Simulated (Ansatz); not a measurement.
Run report: SiPNH₈, geometry relaxation (part 2 of 2)

The same run, continued: SiPNH₈; RKS PBE0-D4/def2-TZVP (Ansatz 0.2.0). The geometry is a transition state displaced along its imaginary mode. The reaction was set up to form Si1–P7 and N2–H6 and to break Si1–N2 and H6–P7 (atoms counted from 1 in the order of the input); sticks are drawn by distance alone.

Geometry of the input (Å):
```
Si -1.0829  -0.4430  0.3251
N  0.8062  -0.4178  0.7682
H  -1.8373  0.7596  0.7412
H  -1.3161  -1.3576  1.5474
H  -1.4531  -1.3617  -0.7731
H  1.1291  0.1484  0.0878
P  -0.1725  1.1940  -1.7062
H  1.0148  -0.0119  1.6830
H  1.2585  -1.3284  0.6872
H  0.6348  2.2197  -1.0898
H  1.0187  0.5987  -2.2709
```

### The program's output, continued
```
relax step  78: F+E_penalty+E_count = -18779.31384534 eV  Δ(F+E_penalty+E_count) = +7.059e-5 eV  max|allowed force component| = 7.177e-2 eV/Å  Δτ_max = 0.0505 Å  (28 SCF iters, rejected (line search))
relax step  79: F+E_penalty+E_count = -18779.31402848 eV  Δ(F+E_penalty+E_count) = -1.126e-4 eV  max|allowed force component| = 8.203e-3 eV/Å  Δτ_max = 0.0247 Å  (28 SCF iters, accepted)
relax step  80: F+E_penalty+E_count = -18779.31270361 eV  Δ(F+E_penalty+E_count) = +1.325e-3 eV  max|allowed force component| = 1.659e-1 eV/Å  Δτ_max = 0.0975 Å  (27 SCF iters, rejected (line search))
relax step  81: F+E_penalty+E_count = -18779.30889322 eV  Δ(F+E_penalty+E_count) = +5.135e-3 eV  max|allowed force component| = 1.768e-1 eV/Å  Δτ_max = 0.0294 Å  (29 SCF iters, rejected (line search))
relax step  82: F+E_penalty+E_count = -18779.31408339 eV  Δ(F+E_penalty+E_count) = -5.491e-5 eV  max|allowed force component| = 4.854e-3 eV/Å  Δτ_max = 0.0147 Å  (29 SCF iters, accepted)
relax step  83: F+E_penalty+E_count = -18779.31413186 eV  Δ(F+E_penalty+E_count) = -4.847e-5 eV  max|allowed force component| = 1.249e-2 eV/Å  Δτ_max = 0.0191 Å  (28 SCF iters, accepted)
relax step  84: F+E_penalty+E_count = -18779.31414366 eV  Δ(F+E_penalty+E_count) = -1.181e-5 eV  max|allowed force component| = 4.041e-2 eV/Å  Δτ_max = 0.0316 Å  (28 SCF iters, accepted)
relax step  85: F+E_penalty+E_count = -18779.31420828 eV  Δ(F+E_penalty+E_count) = -6.461e-5 eV  max|allowed force component| = 1.797e-2 eV/Å  Δτ_max = 0.0056 Å  (22 SCF iters, accepted)
relax step  86: F+E_penalty+E_count = -18779.31424354 eV  Δ(F+E_penalty+E_count) = -3.526e-5 eV  max|allowed force component| = 4.999e-3 eV/Å  Δτ_max = 0.0086 Å  (29 SCF iters, accepted)
these checks for a lower state are left out or cut short: starts, cluster_reference, orbital_swaps, neighbouring_geometries, increment
1057 factors; their error is unknown
mean field -18779.13825551 eV, -690.1206019331 hartree, gradient 8.8e-6 eV, S^2 0.000000; 0 other end points of the search recorded, 0 dependent functions left out
the calculation of the forces begins
reference -18779.13828900 eV, -690.1206031635 hartree; 22, 22 occupied and 131, 131 virtual orbitals, 1057 factors
relax step  87: F+E_penalty+E_count = -18779.31428613 eV  Δ(F+E_penalty+E_count) = -4.259e-5 eV  max|allowed force component| = 3.676e-3 eV/Å  Δτ_max = 0.0226 Å  (27 SCF iters, accepted)
```

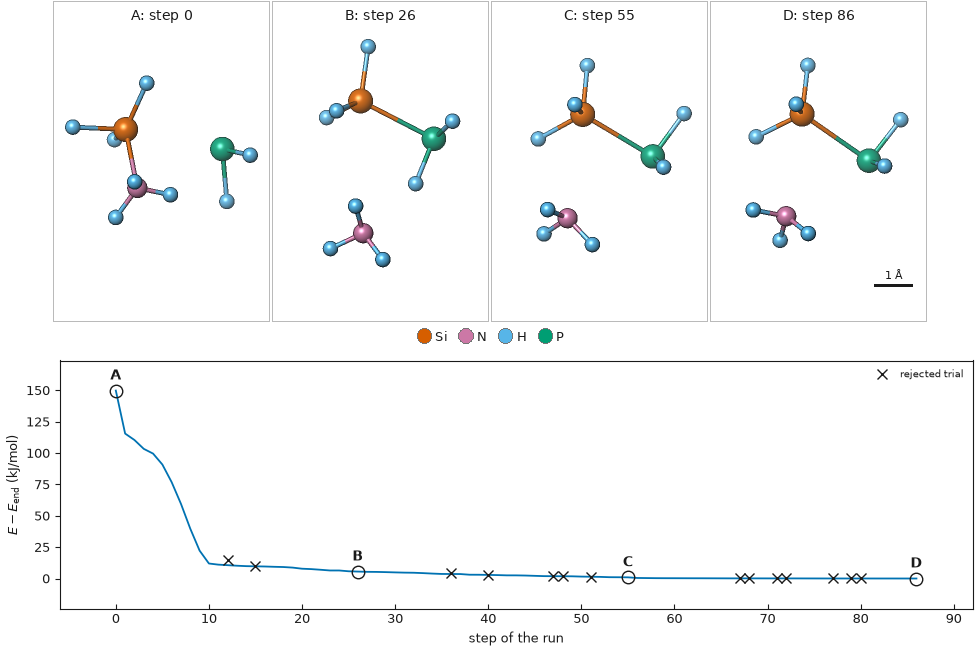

**Figure 1.** Frames of the relaxation (ball-and-stick view, seen at a tilt) above the curves, on which the letters mark them (the first geometry is step 0 here and step 1 in the log).

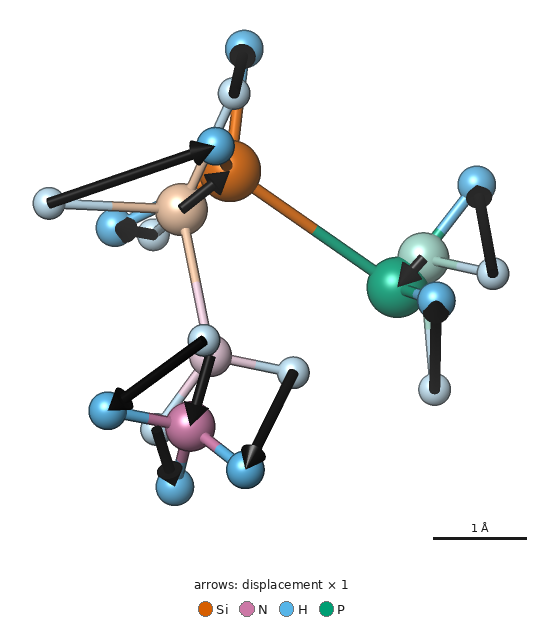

**Figure 2.** Start (faint) and end (solid) with the displacements as black arrows, at true length (ball-and-stick view, seen at a tilt). The two geometries are laid on each other by the best rigid fit. H4 moves most after the best rigid fit: 2.03 Å. Largest moves by element: H 2.03 Å, N 0.80 Å, Si 0.69 Å, P 0.43 Å. Among the contacts that change: Si1–N2 1.941 → 3.038 Å, Si1–P7 2.763 → 2.258 Å, N2–H6 0.942 → 1.013 Å, Si1–H4 1.544 → 1.485 Å. Bonds break: Si1–N2 (1.94 → 3.04 Å). Among the angles that change: H3–Si1–H5 125.9° → 106.5°, H4–Si1–H5 100.5° → 109.9°, H3–Si1–H4 100.5° → 107.6°. After 86 geometry steps the energy has fallen by 149.8 kJ/mol. The largest force component goes from 3.2 to 0.0037 eV/Å. The line search rejected the trial steps at points 12, 15, 36, 40, 47, 48, 51, 67 and more (counted from 0) and went back. (Atoms are counted from 1 in the order of the input.)

```
1057 factors; their error is unknown
mean field -18779.13825551 eV, -690.1206019331 hartree, gradient 3.0e-5 eV, S^2 0.000000; 1 other end points of the search recorded, 0 dependent functions left out
the calculation of the forces begins
reference -18779.13828900 eV, -690.1206031635 hartree; 22, 22 occupied and 131, 131 virtual orbitals, 1057 factors
Total energy: -18779.31431961 eV, -690.1270721694 hartree
Atom 0 at    -1.366754     0.012111     0.039339 Å, force     0.000489     0.002015    -0.002913 eV/Å
Atom 1 at     1.479191    -0.862440     0.641927 Å, force     0.001797    -0.003676    -0.000802 eV/Å
Atom 2 at    -2.776906     0.341438    -0.324119 Å, force    -0.001814     0.000164     0.000627 eV/Å
Atom 3 at    -1.125088     0.526499     1.410798 Å, force     0.001324    -0.000532    -0.000714 eV/Å
Atom 4 at    -1.264495    -1.469061     0.030661 Å, force     0.000869     0.000119     0.000495 eV/Å
Atom 5 at     2.270604    -0.258657     0.828226 Å, force    -0.001071     0.000829     0.002202 eV/Å
Atom 6 at    -0.022513     0.923396    -1.529039 Å, force    -0.000023    -0.001037    -0.000320 eV/Å
Atom 7 at     1.297063    -1.392084     1.485719 Å, force     0.001340     0.001118    -0.002530 eV/Å
Atom 8 at     1.764255    -1.520871    -0.073065 Å, force    -0.002707     0.002017     0.002227 eV/Å
Atom 9 at    -0.934284     1.951434    -1.894916 Å, force    -0.000564    -0.000786     0.001376 eV/Å
Atom 10 at     0.679129     1.748134    -0.615533 Å, force     0.000360    -0.000231     0.000351 eV/Å
Dipole moment:     0.412994    -0.170546     0.281529 e Å
```

### Trajectory as extended XYZ (Å, eV, eV/Å), 9 of the 87 frames kept, from step=1 to step=87
```
11
Properties=species:S:1:pos:R:3:forces:R:3 step=1 energy=-18777.76179
Si   -1.0829   -0.4430    0.3251    0.3364   0.1441  -0.0884
N     0.8062   -0.4178    0.7682   -1.2469  -2.4772   3.1038
H    -1.8373    0.7596    0.7412   -0.1430  -0.0212  -0.0635
H    -1.3161   -1.3576    1.5474    0.0932   0.2026  -0.2629
H    -1.4531   -1.3617   -0.7731   -0.1468   0.0314  -0.0320
H     1.1291    0.1484    0.0878    1.7069   2.7422  -3.2109
P    -0.1725    1.1940   -1.7062    0.2620  -0.1459   0.2432
H     1.0148   -0.0119    1.6830   -0.1139  -0.2288  -0.0624
H     1.2585   -1.3284    0.6872   -0.1375  -0.0067   0.1868
H     0.6348    2.2197   -1.0898   -0.2701  -0.1930   0.0386
H     1.0187    0.5987   -2.2709   -0.3402  -0.0475   0.1479
11
Properties=species:S:1:pos:R:3:forces:R:3 step=12 energy=-18779.19960
Si   -1.8317   -0.0903   -0.3242   -0.0292   0.1232  -0.1867
N     1.8724   -0.4052    0.9707    0.0345   0.0263  -0.0344
H    -2.9098    0.7865    0.2038   -0.0340  -0.0082   0.0361
H    -1.1136   -0.7158    0.8125    0.0260   0.0091  -0.0005
H    -2.4566   -1.1545   -1.1521   -0.0332  -0.0465   0.0156
H     2.7381    0.0104    0.6487   -0.0013  -0.0009   0.0145
P    -0.5474    1.1611   -1.7028   -0.2171  -0.1579   0.1056
H     1.7324   -0.1009    1.9262   -0.0021  -0.0067   0.0026
H     2.0154   -1.4070    0.9943   -0.0071  -0.0166   0.0126
H     0.0807    1.7869   -0.6000    0.1374   0.0641   0.0416
H     0.4203    0.1286   -1.7772    0.1260   0.0143  -0.0069
11
Properties=species:S:1:pos:R:3:forces:R:3 step=23 energy=-18779.24204
Si   -1.8763   -0.0735   -0.3102   -0.0195  -0.0083   0.0808
N     2.0445   -0.5750    0.7121   -0.0056  -0.0003   0.0261
H    -3.0720    0.7644   -0.0162    0.0254  -0.0153  -0.0252
H    -1.2637   -0.4788    0.9868   -0.0179   0.0163  -0.0178
H    -2.3297   -1.3063   -1.0113    0.0403   0.0389  -0.0043
H     2.9683   -0.1653    0.7802    0.0027  -0.0126  -0.0090
P    -0.4799    1.0832   -1.6427    0.1605   0.0185   0.0991
H     1.4581   -0.0972    1.3864   -0.0012  -0.0134  -0.0115
H     2.1208   -1.5378    1.0180    0.0039   0.0137  -0.0136
H    -0.2232    2.0815   -0.6535   -0.0640  -0.0994  -0.0813
H     0.6534    0.3045   -1.2494   -0.1246   0.0618  -0.0433
11
Properties=species:S:1:pos:R:3:forces:R:3 step=33 energy=-18779.26666
Si   -1.7229   -0.0080   -0.2112    0.0124  -0.0164  -0.0078
N     1.9040   -0.7260    0.6853    0.0191  -0.1824   0.0433
H    -3.1558    0.3731   -0.3855    0.0813  -0.0346   0.0268
H    -1.3431    0.2229    1.2149   -0.0338  -0.0132  -0.0901
H    -1.5821   -1.4654   -0.5071   -0.0076   0.1196   0.0221
H     2.8662   -0.4134    0.7566   -0.0501  -0.0473  -0.0285
P    -0.4753    1.1503   -1.6901    0.0400   0.0225   0.1604
H     1.4712   -0.5497    1.5860    0.0144  -0.0538  -0.0762
H     1.9223   -1.7356    0.5490    0.0018   0.2797   0.0626
H    -0.6113    2.3807   -0.9780    0.0141  -0.1206  -0.0552
H     0.7270    0.7711   -1.0197   -0.0917   0.0465  -0.0573
11
Properties=species:S:1:pos:R:3:forces:R:3 step=44 energy=-18779.28835
Si   -1.4424   -0.0084   -0.1411    0.0418  -0.0557   0.0768
N     1.5813   -0.8583    0.7297    0.0714   0.0077   0.0409
H    -2.9006    0.1775   -0.3900    0.0010   0.0173  -0.0183
H    -1.1642    0.4086    1.2589   -0.0144   0.0019  -0.0263
H    -1.1439   -1.4529   -0.3030   -0.0216  -0.0117   0.0037
H     2.5181   -0.4819    0.6284   -0.0694  -0.0153   0.0158
P    -0.3675    1.1764   -1.7208    0.0608   0.2101   0.1175
H     1.3608   -0.8466    1.7199    0.0213  -0.0079  -0.0750
H     1.6217   -1.8297    0.4443   -0.0167   0.0155   0.0126
H    -0.9010    2.4200   -1.2561    0.0831  -0.1508  -0.0798
H     0.8379    1.2952   -0.9701   -0.1573  -0.0110  -0.0679
11
Properties=species:S:1:pos:R:3:forces:R:3 step=55 energy=-18779.30388
Si   -1.3823   -0.0219   -0.0438    0.0480  -0.0471   0.0317
N     1.5028   -0.8667    0.6430    0.0227  -0.0447   0.0113
H    -2.8024    0.2425   -0.4220    0.0182   0.0209  -0.0116
H    -1.1982    0.4325    1.3595   -0.0027  -0.0014  -0.0213
H    -1.1909   -1.4910   -0.1249   -0.0202  -0.0114   0.0121
H     2.3894   -0.4294    0.4213   -0.0093   0.0092   0.0215
P    -0.0794    1.0395   -1.5492   -0.0622   0.2809   0.1599
H     1.4340   -0.9183    1.6534    0.0152  -0.0006  -0.0570
H     1.5465   -1.8178    0.2950   -0.0193   0.0337   0.0220
H    -0.9738    2.1545   -1.6509    0.1746  -0.1437  -0.0247
H     0.7544    1.6759   -0.5813   -0.1648  -0.0959  -0.1439
11
Properties=species:S:1:pos:R:3:forces:R:3 step=65 energy=-18779.31262
Si   -1.3710   -0.0102    0.0024    0.0156  -0.0072   0.0144
N     1.4874   -0.8613    0.6387    0.0256  -0.0289   0.0002
H    -2.7787    0.3089   -0.3780    0.0000   0.0034  -0.0051
H    -1.1685    0.4503    1.3996   -0.0028   0.0000  -0.0049
H    -1.2408   -1.4879   -0.0611   -0.0028  -0.0006   0.0012
H     2.3489   -0.3366    0.5385   -0.0342  -0.0265   0.0154
P     0.0010    0.9836   -1.4895   -0.0150   0.0007  -0.0011
H     1.4014   -1.1239    1.6141    0.0121   0.0100  -0.0484
H     1.5908   -1.7152    0.1019   -0.0020   0.0444   0.0331
H    -0.9254    2.0035   -1.8421    0.0055   0.0057  -0.0063
H     0.6551    1.7888   -0.5246   -0.0020  -0.0009   0.0015
11
Properties=species:S:1:pos:R:3:forces:R:3 step=76 energy=-18779.31377
Si   -1.3671    0.0015    0.0221   -0.0026   0.0025   0.0051
N     1.4834   -0.8604    0.6417    0.0028  -0.0258  -0.0090
H    -2.7772    0.3196   -0.3509   -0.0022   0.0007  -0.0011
H    -1.1466    0.4960    1.4047    0.0008  -0.0005  -0.0036
H    -1.2472   -1.4781   -0.0077    0.0016  -0.0009  -0.0002
H     2.3178   -0.2890    0.6973   -0.0062  -0.0037   0.0081
P    -0.0164    0.9537   -1.5155    0.0032  -0.0027   0.0010
H     1.3348   -1.2718    1.5558    0.0093   0.0084  -0.0247
H     1.6793   -1.6170   -0.0035   -0.0067   0.0206   0.0240
H    -0.9325    1.9833   -1.8663   -0.0008  -0.0015   0.0021
H     0.6719    1.7621   -0.5778    0.0009   0.0029  -0.0018
11
Properties=species:S:1:pos:R:3:forces:R:3 step=87 energy=-18779.31429
Si   -1.3668    0.0121    0.0393    0.0005   0.0020  -0.0029
N     1.4792   -0.8624    0.6419    0.0018  -0.0037  -0.0008
H    -2.7769    0.3414   -0.3241   -0.0018   0.0002   0.0006
H    -1.1251    0.5265    1.4108    0.0013  -0.0005  -0.0007
H    -1.2645   -1.4691    0.0307    0.0009   0.0001   0.0005
H     2.2706   -0.2587    0.8282   -0.0011   0.0008   0.0022
P    -0.0225    0.9234   -1.5290    0.0000  -0.0010  -0.0003
H     1.2971   -1.3921    1.4857    0.0013   0.0011  -0.0025
H     1.7643   -1.5209   -0.0731   -0.0027   0.0020   0.0022
H    -0.9343    1.9514   -1.8949   -0.0006  -0.0008   0.0014
H     0.6791    1.7481   -0.6155    0.0004  -0.0002   0.0004
```

### Summary

```csv
quantity,value
outcome,converged
total energy,−18779.3143 eV
mean-field energy,−18779.1383 eV
dispersion energy,−0.1760 eV
SCF solution under orbital rotations,stable
largest force (length of the vector) at the end,0.004 eV/Å
dipole moment,2.54 D
hardware,"4 threads of Arm Neoverse V1, 23 GiB of memory available, shared host"
wall time,2.6 min (CPU time 9.5 min)
peak memory,0.37 GiB
```
